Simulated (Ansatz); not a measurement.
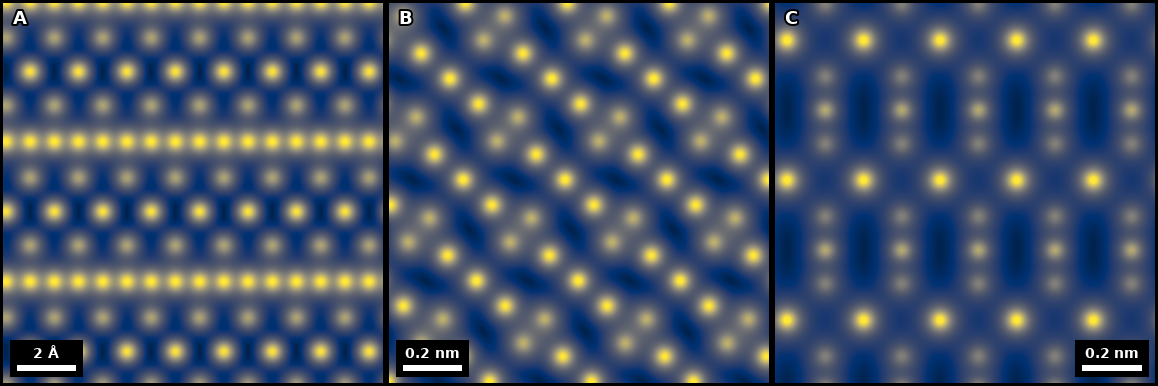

Three views of GaCo2Si2 (I4/mmm, No. 139) along different zone axes. Computed as the sum of neutral-atom potentials (tabulated electron scattering factors, B = 0.8 Å²) projected along the beam and smoothed by 0.25 Å; brighter is more positive. The display is stretched by a gamma of 0.6; percentages refer to the linear signal. Structure used: the geometry relaxed (final pressure about 7.3 GPa) with DFT, PAW plane waves, pbe, spin-orbit (Ansatz); the starting structure was generated, so it need not be a known form of this composition.

```
Si Ga Co
1.0
     3.70517    0.00000    0.00000
     0.00000    3.70517    0.00000
     0.00000    0.00000    9.57492
Si Ga Co
4 2 4
Direct
  0.50000 0.50000 0.87946
  0.00000 0.00000 0.62054
  0.00000 0.00000 0.37946
  0.50000 0.50000 0.12054
  0.00000 0.00000 0.00000
  0.50000 0.50000 0.50000
  0.50000 0.00000 0.75000
  0.00000 0.50000 0.75000
  0.00000 0.50000 0.25000
  0.50000 0.00000 0.25000
```

Match the panels to the zone axes [110], [111] and [210].

A is [210]: projected cell 1.66 × 4.86 Å, 100°, plane group c2mm. B is [111]: projected cell 3.49 × 3.49 Å, 97°, plane group c2mm. C is [110]: projected cell 2.62 × 4.79 Å, 90°, plane group p2mm.
